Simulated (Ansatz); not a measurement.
**C₃H₅ClGe: inputs that go wrong**

Aim: try 3 inputs for C₃H₅ClGe as typed, read how each ends, and find what has to change.

Program: Ansatz 0.2.0, Gaussian basis. Level of theory: the settings change from run to run. These are calculated values, not measurements.

## Step 1: The molecule

The structure was relaxed beforehand with PBE0-D4 in a triple-zeta def2 set.

SMILES `CC#[C][GeH2][Cl]`, 10 atoms, charge 0, spin multiplicity 1.

Atoms are counted from 1 here; the program's logs count them from 0.

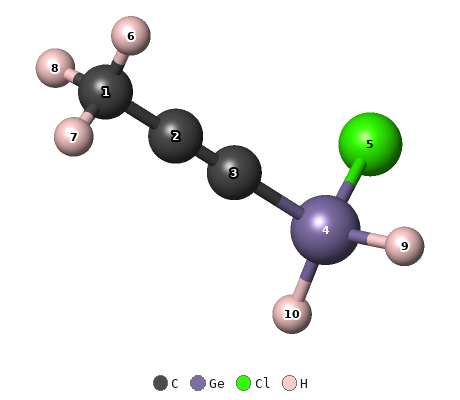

The geometry (carbon dark grey, germanium purple, chlorine green, hydrogen pink); atoms are numbered from 1 in the order of the file.

## Step 2: Input 1

in.yaml

```yaml
crystal:
  periodic: [false, false, false]
  atoms:
    - {symbol: C, position_ang: [-1.403176, -1.737383, 0.486274]}
    - {symbol: C, position_ang: [-0.477871, -0.659255, 0.212529]}
    - {symbol: C, position_ang: [0.290876, 0.242751, -0.020082]}
    - {symbol: Ge, position_ang: [1.492572, 1.643947, -0.377789]}
    - {symbol: Cl, position_ang: [0.618685, 2.920356, -1.880480]}
    - {symbol: H, position_ang: [-2.293930, -1.363725, 0.996772]}
    - {symbol: H, position_ang: [-0.938168, -2.494186, 1.122583]}
    - {symbol: H, position_ang: [-1.718848, -2.220517, -0.441461]}
    - {symbol: H, position_ang: [1.710525, 2.509921, 0.865662]}
    - {symbol: H, position_ang: [2.802237, 1.106991, -0.960909]}
basis:
  gaussian: {orbitals: aug-cc-pVDZ, fitting: {mean_field: def2-universal-jkfit}}
hamiltonian: {xc: {name: HF}}
correlation: {active_space: {window: {electrons: 3, orbitals: 2}}}
output: {forces: true}
```

On the command line:

```console
> ansatz run in.yaml --threads 4 --pin off --events-out ev --progress --plain --max-ram 10444MiB
```

Log:

```text
Functional definition: HF
  name "HF"
  cite "Fock, Z. Phys. 61, 126 (1930) doi:10.1007/BF01340294"
  parent pbe
  exchange = exact_x
  correlation = 0
709 factors; integrals over basis functions are off by at most 3.5e-1 eV
mean field evaluation 1: about -72143.9768 eV, gradient 3.2e1 eV
mean field evaluation 2: about -72146.7935 eV, gradient 1.2e1 eV
mean field evaluation 4: about -72147.2609 eV, gradient 1.3e0 eV
mean field evaluation 8: about -72147.2667 eV, gradient 1.6e-6 eV
mean field -72147.26668861 eV, -2651.3631476328 hartree, gradient 1.6e-6 eV, S^2 0.000000; 0 other end points of the search recorded, 0 dependent functions left out
reference -72147.26668861 eV, -2651.3631476328 hartree; 36, 36 occupied and 141, 141 virtual orbitals, 709 factors
Error: 3 electrons in 2 orbitals form no window around the highest filled level of the reference
```

Run time: 1 s. Hardware: 4 threads of Arm Neoverse V1, shared host; peak memory 0.31 GiB.

Diagnosis: It ended in an error. The active space doesn't fit the electrons. Fix: choose a window whose electrons and orbitals fit the reference.

## Step 3: Input 2

in.yaml

```yaml
crystal:
  periodic: [false, false, false]
  atoms:
    - {symbol: C, position_ang: [-1.403176, -1.737383, 0.486274]}
    - {symbol: C, position_ang: [-0.477871, -0.659255, 0.212529]}
    - {symbol: C, position_ang: [0.290876, 0.242751, -0.020082]}
    - {symbol: Ge, position_ang: [1.492572, 1.643947, -0.377789]}
    - {symbol: Cl, position_ang: [0.618685, 2.920356, -1.880480]}
    - {symbol: H, position_ang: [-2.293930, -1.363725, 0.996772]}
    - {symbol: H, position_ang: [-0.938168, -2.494186, 1.122583]}
    - {symbol: H, position_ang: [-1.718848, -2.220517, -0.441461]}
    - {symbol: H, position_ang: [1.710525, 2.509921, 0.865662]}
    - {symbol: H, position_ang: [2.802237, 1.106991, -0.960909]}
basis:
  gaussian: {orbitals: def2-TZVP, final_grid: {core_spheres: 1, valence_spheres: 1, degree: 3}}
hamiltonian: {xc: {name: wB97M-V}}
scf: {lower_state_search: full}
output: {forces: true}
```

The command is unchanged.

Log, shortened:

```text
Functional definition: wB97M-V
  name "wB97M-V"
  cite "Mardirossian & Head-Gordon, J. Chem. Phys. 144, 214110 (2016) doi:10.1063/1.4952647"
  cite "Becke, J. Chem. Phys. 107, 8554 (1997) doi:10.1063/1.475007"
  cite "Vydrov & Van Voorhis, J. Chem. Phys. 133, 244103 (2010) doi:10.1063/1.3521275"
  # Of w^i u^j: cxij and so on, Table III.
[...]
  gx(w, u) = 1 - cx + cx01*u + cx10*w
  gss(w, u) = css00 + css04*u^4 + css10*w + css20*w^2 + css43*w^4*u^3
  gos(w, u) = cos00 + cos10*w + (cos20 + cos21*u)*w^2 + (cos60 + cos61*u)*w^6
[...]
      + integral(e_c_pw_mod_opposite_spin*gos(b97_w_opposite, b97_u_opposite)) + vv10(b, c)
1409 factors; their error is unknown
320 factors; integrals over basis functions are off by at most 3.7e-5 eV
[...]
a density is far from that of the atoms, so the factors are made again for it
1638 factors; integrals over basis functions are off by at most 7.2e-4 eV
[...]
Atom 0 at    -1.403176    -1.737383     0.486274 Å, force    26.423931    12.281759     3.573950 eV/Å
Atom 1 at    -0.477871    -0.659255     0.212529 Å, force   -25.368646   -38.224129    13.849742 eV/Å
Atom 2 at     0.290876     0.242751    -0.020082 Å, force    -9.685239    26.285775   -25.974999 eV/Å
Atom 3 at     1.492572     1.643947    -0.377789 Å, force    -0.206492    -6.461763     5.374702 eV/Å
Atom 4 at     0.618685     2.920356    -1.880480 Å, force     8.464422    -0.353377     4.999071 eV/Å
Atom 5 at    -2.293930    -1.363725     0.996772 Å, force     4.199430     0.087140    -1.417382 eV/Å
Atom 6 at    -0.938168    -2.494186     1.122583 Å, force    -2.128346     5.660999    -3.683261 eV/Å
Atom 7 at    -1.718848    -2.220517    -0.441461 Å, force     2.086982     3.524498     3.319983 eV/Å
Atom 8 at     1.710525     2.509921     0.865662 Å, force    -1.932741    -1.366368     0.012192 eV/Å
Atom 9 at     2.802237     1.106991    -0.960909 Å, force    -1.853300    -1.434534    -0.053998 eV/Å
Dipole moment:     0.154566    -0.321228     0.293153 e Å
```

Run time: 54 s. Hardware: 4 threads of Arm Neoverse V1, shared host; peak memory 0.91 GiB.

**Diagnosis.** The run converged, but a converged run isn't a right one. The integration grid is far too coarse. Its energy carries the error of the grid. Cure: drop final_grid and take the default grid.

## Step 4: Input 3

in.yaml

```yaml
crystal:
  periodic: [false, false, false]
  atoms:
    - {symbol: C, position_ang: [-1.403176, -1.737383, 0.486274]}
    - {symbol: C, position_ang: [-0.477871, -0.659255, 0.212529]}
    - {symbol: C, position_ang: [0.290876, 0.242751, -0.020082]}
    - {symbol: Ge, position_ang: [1.492572, 1.643947, -0.377789]}
    - {symbol: Cl, position_ang: [0.618685, 2.920356, -1.880480]}
    - {symbol: H, position_ang: [-2.293930, -1.363725, 0.996772]}
    - {symbol: H, position_ang: [-0.938168, -2.494186, 1.122583]}
    - {symbol: H, position_ang: [-1.718848, -2.220517, -0.441461]}
    - {symbol: H, position_ang: [1.710525, 2.509921, 0.865662]}
    - {symbol: H, position_ang: [2.802237, 1.106991, -0.960909]}
basis:
  gaussian: {orbitals: ANO-RCC-VTZP}
hamiltonian: {xc: {name: TPSS}}
output: {forces: true}
```

The command is unchanged.

Log:

```text
Error: YAML parse error: error: line 16 column 19: hamiltonian.xc: no functional is named "TPSS"; the names, which are not case-sensitive, are SVWN5, SPW92, PBE, PBE0, PBEsol, revPBE, revPBE0, RPBE, rPW86-PBE, HSE06, wPBEh, LC-wPBE, HISS, HF, BLYP, B3LYP, B3LYP5, BHLYP, CAM-B3LYP, r2SCAN, r2SCANh, r2SCAN0, r2SCAN50, m-r2SCAN, B97, wB97, wB97X, wB97X-V, B97M-V, wB97M-V, B2PLYP, B2GP-PLYP, PBE0-DH, PBE-QIDH
  --> <input>:16:19
   |
14 | basis:
15 |   gaussian: {orbitals: ANO-RCC-VTZP}
16 | hamiltonian: {xc: {name: TPSS}}
   |                   ^ hamiltonian.xc: no functional is named "TPSS"; the names, which are not case-sensitive, are SVWN5, SPW92, PBE, PBE0, PBEsol, revPBE, revPBE0, RPBE, rPW86-PBE, HSE06, wPBEh, LC-wPBE, HISS, HF, BLYP, B3LYP, B3LYP5, BHLYP, CAM-B3LYP, r2SCAN, r2SCANh, r2SCAN0, r2SCAN50, m-r2SCAN, B97, wB97, wB97X, wB97X-V, B97M-V, wB97M-V, B2PLYP, B2GP-PLYP, PBE0-DH, PBE-QIDH
17 | output: {forces: true}
   |
```

It took 0.05 s on 4 threads of Arm Neoverse V1, shared host.

What is wrong: Refused before any calculation. The method's name isn't one that the program takes here. Cure: name a functional that the program knows.

## Step 5: How the tries ended

```
input              level                ended                                                    cause    time
    1     HF/aug-cc-pVDZ  stopped by an error               the active space doesn't fit the electrons     1 s
    2  wB97M-V/def2-TZVP            converged                   the integration grid is far too coarse    54 s
    3  TPSS/ANO-RCC-VTZP              refused  the method's name isn't one that the program takes here  0.05 s
```

**Reading.** 1 stopped by an error, 1 converged, 1 refused. A refusal costs next to no computing time. The dangerous case is the input that converges on a wrong geometry, charge, spin, basis or grid: often only a look at the input shows it.
